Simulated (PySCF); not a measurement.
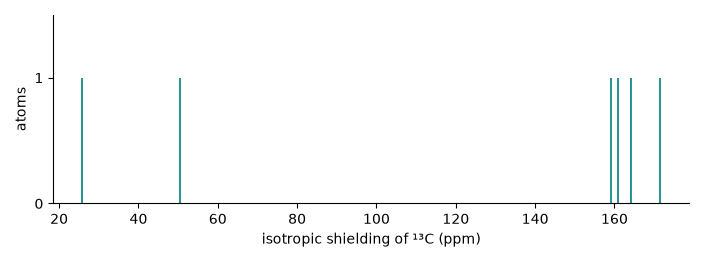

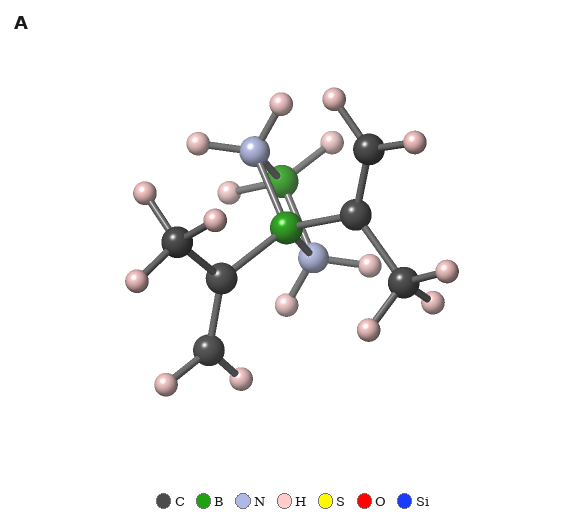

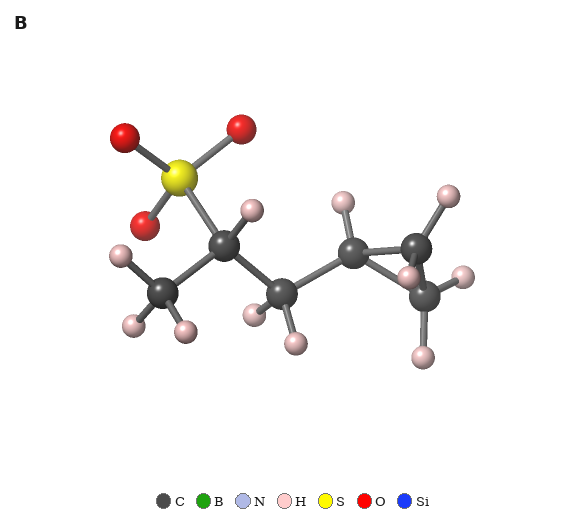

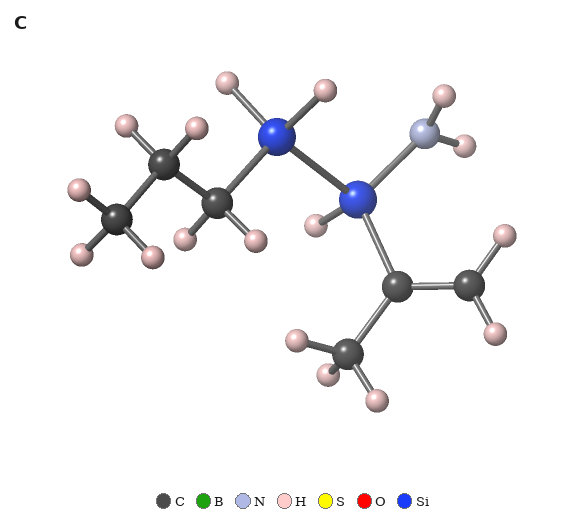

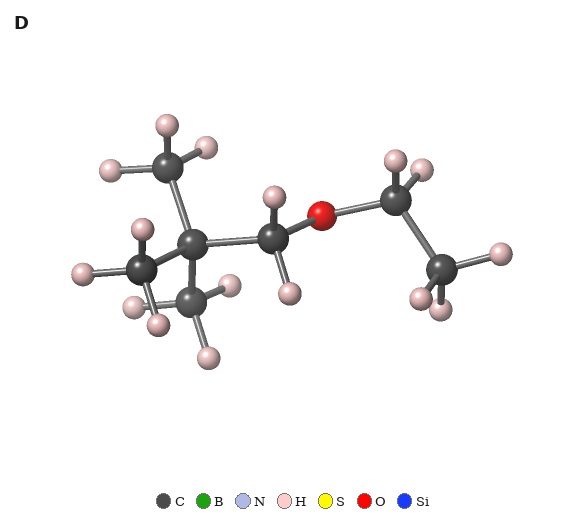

The sticks are computed shieldings of one of the molecules, for one fixed geometry (PBE0-D3(BJ)/def2-SVP) without averaging over rotations. Low shielding means a high chemical shift. Method: GIAO PBE0/pcSseg-1 NMR shielding, non-relativistic, IEF-PCM cyclohexane (PySCF 2.14.0).

**Which molecule gives this pattern?**

C, `C=C(C)[Si@H](N)[SiH2]CCC`. Its 6 C atoms give lines at 25.8, 50.4, 159.2, 160.9, 164.1, 171.5 ppm.
